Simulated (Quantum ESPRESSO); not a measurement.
# H-SiC-H chair, 1 layer, stepped through biaxial strain, part 3 of 7

Wanted: a table for H-SiC-H chair, 1 layer against biaxial strain, and what can be fitted to it.

Quantum ESPRESSO 7.5; plane-wave DFT, PBE, GBRV ultrasoft pseudopotentials.

So far. Step 2 (Variable-cell relaxation of the reference):  The last row is no step: it is a fresh SCF in the final cell with a new plane-wave basis, -0 meV from the row before. Step 3 (Relaxation with pw.x, -4 %): The relaxation lowers the energy by 3 meV an atom.

**4. SCF with pw.x, -4 %**

The self-consistent run of this member.

File m0.scf.in:

```
&control
  prefix = 'm0.scf'
  outdir = './out'
  pseudo_dir = './pseudo'
  calculation = 'scf'
  tprnfor = .true.
  tefield = .true.
  dipfield = .true.
/
&system
  ibrav = 0
  nat = 4
  ntyp = 3
  ecutwfc = 40
  ecutrho = 200
  occupations = 'smearing'
  smearing = 'fd'
  degauss = 0.002
  edir = 3
  emaxpos = 0.97
  eopreg = 0.04
  eamp = 0.0
  nbnd = 9
/
&electrons
  conv_thr = 1e-09
  mixing_beta = 0.4
  electron_maxstep = 120
  mixing_mode = 'plain'
/
ATOMIC_SPECIES
  H   1.0080  h_pbe_v1.4.uspp.F.UPF
  C   12.0110  c_pbe_v1.2.uspp.F.UPF
  Si  28.0850  si_pbe_v1.uspp.F.UPF
CELL_PARAMETERS angstrom
  2.99765137632000 0.00000000000000 0.00000000000000
  -1.49882568768000 2.59604224320000 0.00000000000000
  0.00000000000000 0.00000000000000 18.11333333300000
ATOMIC_POSITIONS crystal
  H   0.666666666700 0.333333333300 0.411842703800
  C   0.666666666700 0.333333333300 0.472950979200
  Si  0.333333333300 0.666666666700 0.506567905100
  H   0.333333333300 0.666666666700 0.589315629500
K_POINTS automatic
  12 12 1 0 0 0
```

Launch:

```sh
> OMP_NUM_THREADS=1 mpirun -n 4 pw.x -nk 4 -in m0.scf.in > m0.scf.out
```

Output:

```text
[banner, memory and clock lines left out]
Program PWSCF v.7.5 starts
[citation notice left out]

[...]
bravais-lattice index     =            0
     lattice parameter (alat)  =       5.6647  a.u.
     unit-cell volume          =     951.2351 (a.u.)^3
     number of atoms/cell      =            4
     number of atomic types    =            3
     number of electrons       =        10.00
     number of Kohn-Sham states=            9
     kinetic-energy cutoff     =      40.0000  Ry
     charge density cutoff     =     200.0000  Ry
     scf convergence threshold =      1.0E-09
     mixing beta               =       0.4000
     number of iterations used =            8  plain     mixing
     Exchange-correlation= SLA  PW   PBE  PBE
                           (   1   4   3   4   0   0   0)

[...]
PseudoPot. # 1 for H  read from file:
     ./pseudo/h_pbe_v1.4.uspp.F.UPF
     Pseudo is Ultrasoft, Zval =  1.0
     Generated by new atomic code, or converted to UPF format
     Using radial grid of  615 points,  2 beta functions with:
                l(1) =   0
                l(2) =   0
     Q(r) pseudized with  8 coefficients,  rinner =    0.700

     PseudoPot. # 2 for C  read from file:
     ./pseudo/c_pbe_v1.2.uspp.F.UPF
     Pseudo is Ultrasoft + core correction, Zval =  4.0
     Generated by new atomic code, or converted to UPF format
     Using radial grid of  721 points,  4 beta functions with:
                l(1) =   0
                l(2) =   0
                l(3) =   1
                l(4) =   1
     Q(r) pseudized with  8 coefficients,  rinner =    1.100   1.100   1.100

     PseudoPot. # 3 for Si read from file:
     ./pseudo/si_pbe_v1.uspp.F.UPF
     Pseudo is Ultrasoft + core correction, Zval =  4.0
     Generated by new atomic code, or converted to UPF format
     Using radial grid of  899 points,  6 beta functions with:
                l(1) =   0
                l(2) =   0
                l(3) =   1
                l(4) =   1
                l(5) =   2
                l(6) =   2
     Q(r) pseudized with  8 coefficients,  rinner =    0.900   0.900   0.900
                                                       0.900   0.900

     atomic species   valence    mass     pseudopotential
     H                 1.00     1.00800     H ( 1.00)
     C                 4.00    12.01100     C ( 1.00)
     Si                4.00    28.08500     Si( 1.00)

     No symmetry found

[...]
number of k points=    74  Fermi-Dirac smearing, width (Ry)=  0.0020
[...]
Dense  grid:    45377 G-vectors     FFT dimensions: (  25,  25, 160)

     Smooth grid:    32645 G-vectors     FFT dimensions: (  24,  24, 144)

     Initial potential from superposition of free atoms

     starting charge       9.9993, renormalised to      10.0000

     negative rho (up, down):  4.071E-04 0.000E+00

     Adding external electric field

     Computed dipole along edir(3) :
        Dipole                0.0003 Ry au,          0.0008 Debye
        Dipole field          0.0000 Ry au,

        Potential amp.       -0.0003 Ry
        Total length         32.8601 bohr

     Starting wfcs are   10 randomized atomic wfcs

     per-process dynamical memory:    39.6 Mb

     Self-consistent Calculation

     iteration #  1     ecut=    40.00 Ry     beta= 0.40
     Davidson diagonalization with overlap
     ethr =  1.00E-02,  avg # of iterations =  4.1

     negative rho (up, down):  3.651E-04 0.000E+00

     Adding external electric field

     Computed dipole along edir(3) :
        Dipole               -0.0476 Ry au,         -0.1210 Debye
        Dipole field         -0.0006 Ry au,

        Potential amp.        0.0413 Ry
        Total length         32.8601 bohr

     total energy              =     -23.35775568 Ry
     estimated scf accuracy    <       0.65159680 Ry

     iteration #  2     ecut=    40.00 Ry     beta= 0.40
[...]
negative rho (up, down):  3.975E-04 0.000E+00

[...]
Dipole               -0.1874 Ry au,         -0.4763 Debye
[...]
total energy              =     -23.44394301 Ry
     estimated scf accuracy    <       0.04878655 Ry

     iteration #  3     ecut=    40.00 Ry     beta= 0.40
[...]
negative rho (up, down):  4.345E-04 0.000E+00

[...]
Dipole               -0.1008 Ry au,         -0.2562 Debye
[...]
total energy              =     -23.44565183 Ry
     estimated scf accuracy    <       0.01407727 Ry

     iteration #  4     ecut=    40.00 Ry     beta= 0.40
[...]
negative rho (up, down):  4.745E-04 0.000E+00

[...]
Dipole               -0.1383 Ry au,         -0.3516 Debye
[...]
total energy              =     -23.44642734 Ry
     estimated scf accuracy    <       0.00391312 Ry

     iteration #  5     ecut=    40.00 Ry     beta= 0.40
[...]
negative rho (up, down):  4.870E-04 0.000E+00

[...]
Dipole               -0.1448 Ry au,         -0.3682 Debye
[...]
total energy              =     -23.44684583 Ry
     estimated scf accuracy    <       0.00007548 Ry

     iteration #  6     ecut=    40.00 Ry     beta= 0.40
[...]
negative rho (up, down):  4.918E-04 0.000E+00

[...]
Dipole               -0.1419 Ry au,         -0.3608 Debye
[...]
total energy              =     -23.44689458 Ry
     estimated scf accuracy    <       0.00001507 Ry

     iteration #  7     ecut=    40.00 Ry     beta= 0.40
[...]
negative rho (up, down):  4.954E-04 0.000E+00

[...]
Dipole               -0.1429 Ry au,         -0.3632 Debye
[...]
total energy              =     -23.44689809 Ry
     estimated scf accuracy    <       0.00000119 Ry

     iteration #  8     ecut=    40.00 Ry     beta= 0.40
[...]
negative rho (up, down):  4.975E-04 0.000E+00

[...]
Dipole               -0.1430 Ry au,         -0.3635 Debye
[...]
total energy              =     -23.44689827 Ry
     estimated scf accuracy    <       0.00000008 Ry

     iteration #  9     ecut=    40.00 Ry     beta= 0.40
[...]
negative rho (up, down):  4.988E-04 0.000E+00

[...]
Dipole               -0.1429 Ry au,         -0.3632 Debye
[...]
total energy              =     -23.44689829 Ry
     estimated scf accuracy    <       0.00000001 Ry

     iteration # 10     ecut=    40.00 Ry     beta= 0.40
[...]
negative rho (up, down):  5.006E-04 0.000E+00

[...]
Dipole               -0.1429 Ry au,         -0.3632 Debye
[...]
End of self-consistent calculation

          k = 0.0000 0.0000 0.0000 (  4077 PWs)   bands (ev):

   -16.8353 -10.3581  -5.6838  -2.6821  -2.6821   0.6249   1.7347   2.6351
     3.1880

          k = 0.0000 0.0962 0.0000 (  4080 PWs)   bands (ev):

   -16.7170 -10.2644  -5.6330  -3.2622  -2.8408   0.7637   1.8856   2.7507
     3.3351

[...]
the Fermi energy is    -1.7097 ev

!    total energy              =     -23.44689828 Ry
     estimated scf accuracy    <          4.3E-10 Ry
     smearing contrib. (-TS)   =      -0.00000000 Ry
     internal energy E=F+TS    =     -23.44689828 Ry

     The total energy is F=E-TS. E is the sum of the following terms:
     one-electron contribution =    -174.39541829 Ry
     hartree contribution      =      89.15355588 Ry
     xc contribution           =      -9.55033027 Ry
     ewald contribution        =      71.34502472 Ry
     electric field correction =       0.00026968 Ry

     convergence has been achieved in  10 iterations

     negative rho (up, down):  5.006E-04 0.000E+00

     Forces acting on atoms (cartesian axes, Ry/au):

     atom    1 type  1   force =     0.00000002   -0.00000000   -0.00012759
     atom    2 type  2   force =    -0.00000012    0.00000005   -0.00120769
     atom    3 type  3   force =     0.00000005   -0.00000002    0.00185106
     atom    4 type  1   force =     0.00000005   -0.00000002   -0.00051578

     Total force =     0.002273     Total SCF correction =     0.000041

[...]
```

Wall time 15 s (4 MPI ranks of Arm Neoverse V1, shared host); peak memory 0.42 GiB.

Numbers from this step:

| Quantity | Value |
| --- | --- |
| free energy | -319.0113 eV |
| Fermi energy | -1.710 eV |
| dipole along the normal | -0.07562 e·Å |
| valence top, on the run's zero | -2.682 eV |
| conduction bottom, on the run's zero | 0.6249 eV |
| gap by band count | 3.307 eV |

**5. Electrostatic potential, -4 %**

plot_num = 11 writes the bare and Hartree potential, from which vacuum levels or, in a crystal, the mean potential are read.

File m0.pot.in:

```
&inputpp
  prefix = 'm0.scf'
  outdir = './out'
  filplot = 'm0.pot.dat'
  plot_num = 11
/
```

Launch:

```sh
> OMP_NUM_THREADS=1 mpirun -n 4 pp.x -in m0.pot.in > m0.pot.out
```

Output:

```text
[banner, memory and clock lines left out]
Program POST-PROC v.7.5 starts

          URL

     ./out/m0.scf.save/

     IMPORTANT: XC functional enforced from input :
     Exchange-correlation= PBE
                           (   1   4   3   4   0   0   0)
     Any further DFT definition will be discarded
     Please, verify this is what you really want

     negative rho (up, down):  5.006E-04 0.000E+00

     Adding external electric field

     Computed dipole along edir(3) :
        Dipole               -0.1429 Ry au,         -0.3632 Debye
        Dipole field         -0.0019 Ry au,

        Potential amp.        0.1240 Ry
        Total length         32.8601 bohr

     Calling punch_plot, plot_num =  11

     Adding external electric field

     Computed dipole along edir(3) :
        Dipole               -0.1429 Ry au,         -0.3632 Debye
        Dipole field         -0.0019 Ry au,

        Potential amp.        0.1240 Ry
        Total length         32.8601 bohr

     Writing data to file  m0.pot.dat
     Message from routine chdens:
     namelist plot not found or invalid, exiting
```

The job ended after 0.86 s (4 MPI ranks; peak memory 0.09 GiB; 3.1 s of CPU time).

Numbers from this step:

- slope of the potential above: -2.24e-5 eV/Å
- upper vacuum line continued to the top atoms, over the valence top: 5.897 eV
- slope of the potential below: -1.02e-6 eV/Å
- lower vacuum line continued to the bottom atoms, over the valence top: 4.139 eV
- vacuum level at the upper face over the valence top of the mesh: 5.897 eV
- vacuum level at the lower face over the valence top of the mesh: 4.139 eV

Electrostatic potential energy of an electron, with the sawtooth; zero at the highest filled level of the SCF mesh. Potential energy, planar mean against z:

| z (Å) | potential energy, planar mean (eV) |
| --- | --- |
| 0 | 4.58 |
| 1 | 4.14 |
| 2 | 4.14 |
| 3 | 4.14 |
| 4 | 4.14 |
| 5 | 4.14 |
| 6 | 4.10 |
| 7 | 3.21 |
| 8 | -0.251 |
| 9 | -15.2 |
| 10 | -0.223 |
| 11 | 4.05 |
| 12 | 5.82 |
| 13 | 5.89 |
| 14 | 5.90 |
| 15 | 5.90 |
| 16 | 5.90 |
| 17 | 5.90 |
| 18 | 4.85 |

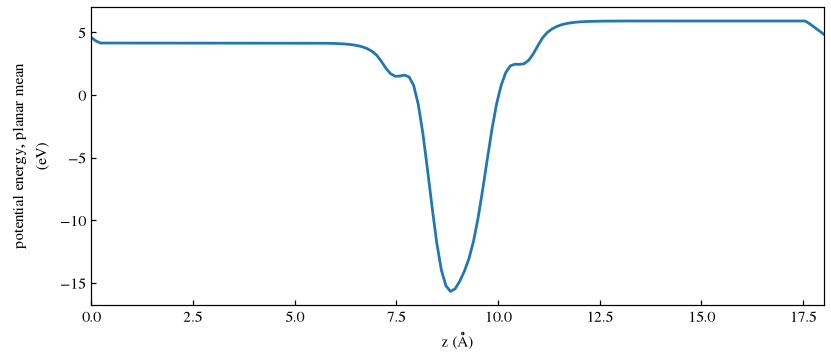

Potential energy, planar mean, plotted against z.

[end of part 3 of 7]

[Logs are printed without paths, hosts, clocks, repeated set-up lines and the standing remarks that a program may print on its own settings, such as how far it seeks lower states.]

[Hosts, paths, dates, database ids (printed as entryN), source tags and the programs' standing remarks are cut or masked in the printed files.]

[Maps of the electrostatic potential energy from Ansatz leave out the sawtooth potential of an applied field or a dipole correction, so their vacuum need not be flat; planar profiles and work functions include it.]
